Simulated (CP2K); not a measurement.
# PM3 run of CH4BrNSi (SMILES [H]/N=C\[SiH2]Br)

What is the vertical electron affinity of CH4BrNSi at PM3? 

Program for the calculation: CP2K 2026.2.

2 further runs of the same task are left out: 1 that didn't finish, 1 set aside as unsound or not needed.

## 1. Starting point

The species is CH4BrNSi (8 atoms), meant as a singlet with charge 0. As SMILES, `[H]/N=C\[SiH2]Br`. The shape is that of a GFN2-xTB optimisation. This is one conformer, not always the lowest.

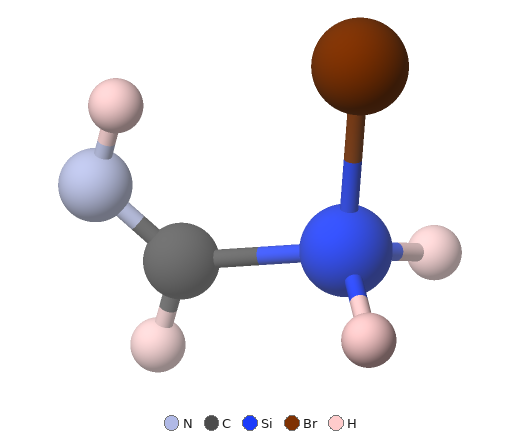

Viewed from a chosen angle; nitrogen light blue, carbon dark grey, silicon blue, bromine brown, hydrogen pink.

## 2. Energy and forces at PM3

Input file calc.inp:

```
&global
   project_name calc
   run_type ENERGY_FORCE
   print_level MEDIUM
&end

&force_eval
   method QUICKSTEP
   &dft
      charge 0
      multiplicity 1
      &qs
         method PM3
         eps_default 1.0E-10
         &se
            &coulomb
               cutoff [angstrom] 50
               rc_range [angstrom] 0
            &end
            &exchange
               cutoff [angstrom] 50
               rc_range [angstrom] 0
            &end
         &end
      &end
      &poisson
         periodic NONE
         poisson_solver ANALYTIC
      &end
      &scf
         scf_guess ATOMIC
         eps_scf 1.0E-06
         max_scf 100
         added_mos 8
         &diagonalization
            algorithm STANDARD
         &end
         &mixing
            method DIRECT_P_MIXING
            alpha 0.4
         &end
      &end
      ! extra output
      &print
         &moments
            periodic F
            reference COM
            max_moment 1
         &end
         &mo ON
            energies T
            occupation_numbers T
            ndigits 6
            &each
               qs_scf 0
            &end
            add_last NUMERIC
         &end
         &hirshfeld OFF
         &end
      &end
   &end
   &subsys
      &cell
         abc [angstrom] 14.9 15.6 15.1
         periodic NONE
      &end
      &coord
         N     -0.644720     1.736290    -0.003750
         C      0.104040     0.874490     0.516550
         Si     0.374160    -0.946510     0.014910
         Br    -1.015200    -1.300350    -1.678850
         H     -1.195290     1.424400    -0.807180
         H      0.679140     1.225540     1.372870
         H      1.719010    -1.160270    -0.494310
         H     -0.021130    -1.853590     1.079770
      &end
      &topology
         &center_coordinates
         &end
      &end
   &end
   &print
      &forces ON
      &end
   &end
&end
```

Launch:

```sh
OMP_NUM_THREADS=1 cp2k.psmp -i calc.inp -o calc.out
```

Output:

```text
CP2K| version string:                                       CP2K version 2026.2
[...]
 GLOBAL| Method name                                                        CP2K
[...]
 GLOBAL| Run type                                                   ENERGY_FORCE
[...]
                             - Atoms:                                          8
[...]
                             - Spherical basis functions:                     20
[...]
 Number of electrons:                                                         24
[...]
     1 P_Mix/Diag. 0.40E+00    0.0     0.73758382       -23.8098084681 -2.38E+01
[...]
    19 DIIS/Diag.  0.15E-06    0.0     0.00000040       -28.2522309880 -2.40E-12
  *** SCF run converged in    19 steps ***
  Core-core repulsion energy [eV]:                           1194.94131021346902
  Core Hamiltonian energy [eV]:                             -1242.26297822641413
  Two-electron integral energy [eV]:                        -1442.92126841217146
  Electronic energy [eV]:                                   -1963.72361243249998
  Total energy [eV]:                                         -768.78230221903107
  Atomic reference energy [eV]:                               768.67293853904141
  Heat of formation [kcal/mol]:                                -2.52198657329021
[...]
 SE_DIPOLE| Moment [Debye]         -2.07077767       0.78290891      -1.94606592
 SE_DIPOLE| Derivative [a.u.]       0.00000000       0.00000000       0.00000000
 ENERGY| Total FORCE_EVAL ( QS ) energy [hartree]            -28.252230988017562
 FORCES| Atomic forces [hartree/bohr]
 FORCES|   Atom     x               y               z               |f|
 FORCES|      1 -2.97545537E-02  6.87498713E-03 -3.24882353E-02   4.45879395E-02
 FORCES|      2  1.66789198E-02 -3.14006443E-02  5.68829371E-03   3.60075480E-02
 FORCES|      3 -8.65410311E-03  2.58237044E-02  1.95895274E-03   2.73055801E-02
 FORCES|      4  1.06064700E-03  9.44950454E-05  1.11137553E-03   1.53917411E-03
 FORCES|      5  1.14432226E-02  8.68899680E-03  1.75736206E-02   2.26997390E-02
 FORCES|      6  4.05232223E-03 -1.61702196E-03  4.11463790E-03   5.99719272E-03
 FORCES|      7  6.89438188E-03 -2.51145842E-03 -2.87915944E-03   7.88222583E-03
 FORCES|      8 -1.72083675E-03 -5.95305871E-03  4.92051417E-03   7.91275217E-03
 FORCES| Sum    -2.22044605E-16 -5.68989300E-16  0.00000000E+00
 FORCES| Total atomic force                                       6.10780345E-16
[...]
```

Wall time 0.29 s (1 thread of Arm Neoverse V1, shared host).

## 3. The doublet anion, same level

Input file job.inp:

```
&GLOBAL
    PROJECT_NAME job
    RUN_TYPE ENERGY_FORCE
    PRINT_LEVEL MEDIUM
&END GLOBAL

&FORCE_EVAL
    METHOD Quickstep
    &DFT
        CHARGE -1
        MULTIPLICITY 2
        SPIN_POLARIZED T
        &QS
            METHOD PM3
            EPS_DEFAULT 1.0E-10
            &SE
                &COULOMB
                    CUTOFF [angstrom] 50
                    RC_RANGE [angstrom] 0
                &END COULOMB
                &EXCHANGE
                    CUTOFF [angstrom] 50
                    RC_RANGE [angstrom] 0
                &END EXCHANGE
            &END SE
        &END QS
        ! cluster boundary conditions
        &POISSON
            PERIODIC NONE
            POISSON_SOLVER ANALYTIC
        &END POISSON
        ! self-consistent field
        &SCF
            SCF_GUESS ATOMIC
            EPS_SCF 1.0E-06
            MAX_SCF 100
            ADDED_MOS 4
            &DIAGONALIZATION
                ALGORITHM STANDARD
            &END DIAGONALIZATION
            &MIXING
                METHOD DIRECT_P_MIXING
                ALPHA 0.4
            &END MIXING
        &END SCF
        &PRINT
            &MOMENTS
                PERIODIC F
                REFERENCE COM
                MAX_MOMENT 1
            &END MOMENTS
            &MO ON
                ENERGIES T
                OCCUPATION_NUMBERS T
                NDIGITS 6
                &EACH
                    QS_SCF 0
                &END EACH
                ADD_LAST NUMERIC
            &END MO
            &HIRSHFELD OFF
            &END HIRSHFELD
        &END PRINT
    &END DFT
    &SUBSYS
        &CELL
            ABC [angstrom] 14.9 15.6 15.1
            PERIODIC NONE
        &END CELL
        &COORD
            N     -0.644720     1.736290    -0.003750
            C      0.104040     0.874490     0.516550
            Si     0.374160    -0.946510     0.014910
            Br    -1.015200    -1.300350    -1.678850
            H     -1.195290     1.424400    -0.807180
            H      0.679140     1.225540     1.372870
            H      1.719010    -1.160270    -0.494310
            H     -0.021130    -1.853590     1.079770
        &END COORD
        &TOPOLOGY
            &CENTER_COORDINATES
            &END CENTER_COORDINATES
        &END TOPOLOGY
    &END SUBSYS
    ! extra output
    &PRINT
        &FORCES ON
        &END FORCES
    &END PRINT
&END FORCE_EVAL
```

Launch:

```sh
OMP_NUM_THREADS=1 cp2k.psmp -i job.inp -o job.out
```

Output:

```text
CP2K| version string:                                       CP2K version 2026.2
[...]
 GLOBAL| Method name                                                        CP2K
[...]
 GLOBAL| Run type                                                   ENERGY_FORCE
[...]
                             - Atoms:                                          8
[...]
                             - Spherical basis functions:                     20
[...]
 Number of electrons:                                                         13
[...]
     1 P_Mix/Diag. 0.40E+00    0.0     0.44538173       -24.0302235260 -2.40E+01
[...]
    31 DIIS/Diag.  0.16E-06    0.0     0.00000069       -28.3088472213  2.64E-12
  *** SCF run converged in    31 steps ***
  Core-core repulsion energy [eV]:                           1194.94131021346902
  Core Hamiltonian energy [eV]:                             -1274.33967570759660
  Two-electron integral energy [eV]:                        -1381.84908556055825
  Electronic energy [eV]:                                   -1965.26421848787595
  Total energy [eV]:                                         -770.32290827440681
  Atomic reference energy [eV]:                               768.67293853904141
  Heat of formation [kcal/mol]:                               -38.04920901821257
[...]
 SE_DIPOLE| Moment [Debye]         -0.28871582      -0.23686729      -0.39035421
 SE_DIPOLE| Derivative [a.u.]       0.00000000       0.00000000       0.00000000
 ENERGY| Total FORCE_EVAL ( QS ) energy [hartree]            -28.308847221265701
 FORCES| Atomic forces [hartree/bohr]
 FORCES|   Atom     x               y               z               |f|
 FORCES|      1 -3.19581819E-02  1.23308513E-02 -3.25341672E-02   4.72424313E-02
 FORCES|      2  2.71118799E-02 -3.48739297E-02  1.59259071E-02   4.69561446E-02
 FORCES|      3 -1.14155781E-02  2.29779043E-02 -2.48443839E-03   2.57773534E-02
 FORCES|      4 -1.49246349E-02 -2.94992153E-03 -1.79705732E-02   2.35454511E-02
 FORCES|      5  1.19081789E-02  4.43163081E-03  1.61875061E-02   2.05786158E-02
 FORCES|      6  2.31633009E-03  2.63421176E-03  4.09505326E-03   5.39202355E-03
 FORCES|      7  1.31583168E-02 -3.94386730E-04  4.11290742E-03   1.37917674E-02
 FORCES|      8  3.80368929E-03 -4.15636031E-03  1.26678050E-02   1.38642225E-02
 FORCES| Sum     1.52655666E-16 -1.38777878E-17 -3.15719673E-16
 FORCES| Total atomic force                                       3.50963327E-16
[...]
```

Run time: 0.34 s. Hardware: 1 thread of Arm Neoverse V1, shared host.

## 4. What came out

At PM3:

| quantity | value |
| --- | --- |
| singlet CH4BrNSi: total energy | -28.25223 Eh |
| singlet CH4BrNSi: dipole moment | 2.95 D |
| singlet CH4BrNSi: HOMO energy | -9.56 eV |
| singlet CH4BrNSi: LUMO energy | -1.37 eV |
| singlet CH4BrNSi: HOMO–LUMO gap | 8.19 eV |
| singlet CH4BrNSi: heat of formation at this unrelaxed shape | -2.5 kcal/mol |
| singlet CH4BrNSi: largest force on an atom | 2.293 eV/Å |
| doublet anion: total energy | -28.30885 Eh |
| doublet anion: HOMO energy (highest over α and β) | -1.71 eV |
| doublet anion: LUMO energy (lowest over α and β) | 4.69 eV |
| doublet anion: heat of formation at this unrelaxed shape | -38.0 kcal/mol |
| doublet anion: largest force on an atom | 2.429 eV/Å |
| vertical electron affinity (to the doublet anion) | 1.541 eV |

In words: At fixed nuclei the extra electron is bound by 1.54 eV (36 kcal/mol). The largest force (singlet CH4BrNSi) is 2.29 eV/Å: the shape isn't a stationary point for this species at this level. A minimal valence basis can't be trusted even for the sign of an electron affinity.
